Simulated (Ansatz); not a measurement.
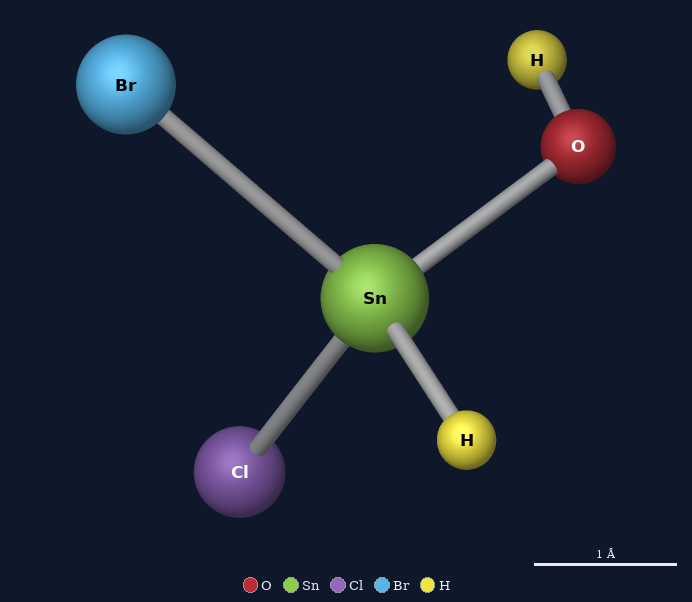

The picture shows the input geometry.

Input file:

```yaml
crystal:
  periodic: [false, false, false]
  atoms:
    - {symbol: O, position_ang: [0.218449, 1.298534, -0.893862]}
    - {symbol: Sn, position_ang: [0.032082, -0.084945, 0.452965]}
    - {symbol: Cl, position_ang: [1.614377, -1.716987, 0.025927]}
    - {symbol: Br, position_ang: [-2.164594, -1.157136, 0.186356]}
    - {symbol: H, position_ang: [0.092835, 0.982053, -1.792763]}
    - {symbol: H, position_ang: [0.248950, 0.614482, 1.975177]}
basis:
  gaussian: {orbitals: ANO-RCC-VTZP, point_charges: [{charge: 0.50, position_ang: [5.446, 0.253, -0.268]}]}
magnetization: {spin_polarized: true, initial_magnetization: 2}
hamiltonian: {xc: {name: wB97X}}
output: {forces: true}
```

Command:

```sh
ansatz run in.yaml --threads 4 --pin off --events-out ev --progress --plain --max-ram 10444MiB
```

Output:

```
Functional definition: wB97X
  name "wB97X"
  cite "Chai & Head-Gordon, J. Chem. Phys. 128, 084106 (2008) doi:10.1063/1.2834918"
  cite "Becke, J. Chem. Phys. 107, 8554 (1997) doi:10.1063/1.475007"
  parameter omega = 0.3/bohr
  parameter cx = 0.157706
  parameter cx1 = 0.726479
  parameter cx2 = 1.04760
  parameter cx3 = -5.70635
  parameter cx4 = 13.2794
  parameter css1 = -4.33879
  parameter css2 = 18.2308
  parameter css3 = -31.7430
  parameter css4 = 17.2901
  parameter cos1 = 2.37031
  parameter cos2 = -11.3995
  parameter cos3 = 6.58405
  parameter cos4 = -3.78132
  # The coefficients of nought are those of the uniform gas.
  exchange = spin_sum(e_x_unif_sr(omega)*poly(b97_u_x, 1 - cx, cx1, cx2, cx3, cx4)) + cx*exact_x_sr(omega)
      + exact_x_lr(omega)
  correlation = spin_sum(e_c_pw_same_spin*poly(b97_u_same, 1, css1, css2, css3, css4))
      + integral(e_c_pw_opposite_spin*poly(b97_u_opposite, 1, cos1, cos2, cos3, cos4))
1411 factors; integrals over basis functions are off by at most 9.8e-4 eV
327 factors; integrals over basis functions are off by at most 1.3e-5 eV
mean field evaluation 1: about -253633.5858 eV, gradient 4.4e1 eV
mean field evaluation 2: about -253607.3591 eV, gradient 8.9e1 eV
mean field evaluation 4: about -253640.9650 eV, gradient 4.6e0 eV
mean field evaluation 8: about -253641.1874 eV, gradient 5.5e-1 eV
mean field evaluation 16: about -253641.2127 eV, gradient 3.8e-2 eV
mean field evaluation 32: about -253641.2135 eV, gradient 9.1e-2 eV
mean field evaluation 64: about -253641.1982 eV, gradient 1.2e0 eV
mean field -253641.21358815 eV, -9321.1426751750 hartree, gradient 4.4e-8 eV, S^2 2.009544; 4 other end points of the search recorded, 0 dependent functions left out
the calculation of the forces begins
reference -253641.21354295 eV, -9321.1426735138 hartree; 57, 55 occupied and 146, 148 virtual orbitals, 1411 factors
Total energy: -253641.21354295 eV, -9321.1426735138 hartree
Relativity: scalar
Atom 0 at     0.218449     1.298534    -0.893862 Å, force     0.344259     1.027748    -0.837449 eV/Å
Atom 1 at     0.032082    -0.084945     0.452965 Å, force     2.712135     1.686363     0.587059 eV/Å
Atom 2 at     1.614377    -1.716987     0.025927 Å, force     1.629201    -1.122189    -0.259330 eV/Å
Atom 3 at    -2.164594    -1.157136     0.186356 Å, force    -5.124645    -2.399231    -0.524158 eV/Å
Atom 4 at     0.092835     0.982053    -1.792763 Å, force     0.067854     0.114672     0.153125 eV/Å
Atom 5 at     0.248950     0.614482     1.975177 Å, force     0.443961     0.725952     0.881241 eV/Å
Dipole moment:    -1.105012    -0.185389     0.053063 e Å
```

The run converged.

The spin state was imposed, and no run here compares it with a lower spin, which may lie lower.
